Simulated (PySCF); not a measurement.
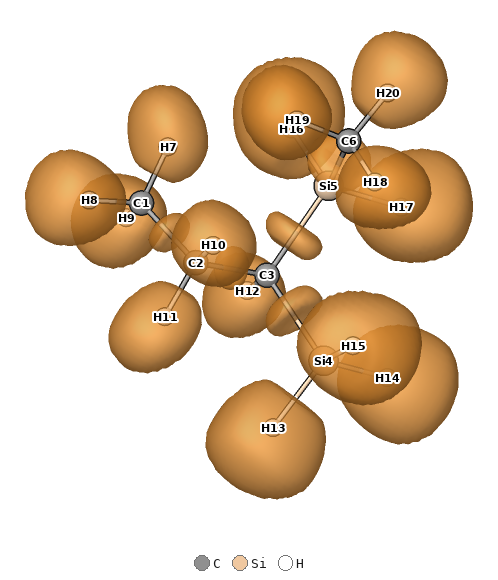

C4H14Si2 (SMILES CC[C@H]([SiH3])[SiH2]C). Isosurface of the ELF at 0.85 (orange), seen across its widest extent. Only the valence region is drawn (cores and ρ < 0.01 e/Å³ removed).

Geometry: GFN2-xTB.

These are results of PySCF 2.14.0, PBE0/def2-SVPD, SCF density, gas phase, not measurements.

```csv
atom,x (Å),y (Å),z (Å)
C,-0.6800,2.1415,-0.5895
C,-1.0305,0.9052,0.2293
C,-0.6416,-0.4058,-0.4615
Si,-1.3535,-1.8898,0.5002
Si,1.2345,-0.5704,-0.7871
C,2.2159,-0.1978,0.7930
H,0.3971,2.2428,-0.6968
H,-1.0632,3.0395,-0.1082
H,-1.1173,2.0722,-1.5839
H,-0.5390,0.9654,1.2033
H,-2.1093,0.9087,0.4147
H,-1.1275,-0.4126,-1.4439
H,-2.8023,-1.7143,0.6524
H,-1.0981,-3.1316,-0.2302
H,-0.7572,-1.9727,1.8362
H,1.6752,0.3401,-1.8572
H,1.5218,-1.9412,-1.2330
H,1.8957,-0.8329,1.6138
H,2.0977,0.8348,1.1083
H,3.2763,-0.3703,0.6370
```

**What do the ELF domains correspond to?**

At this value the surface marks out two regions between bonded C–C atoms (shared pairs), three regions between bonded C–Si atoms (shared pairs) and 14 regions around hydrogen nuclei. Along the contacts the grid gives the following. C–C (1.52 Å): the ELF peaks at about 0.95 between the atoms; a shared electron pair. C–Si (1.90 Å): the ELF peaks at about 0.95 between the atoms; a shared electron pair.
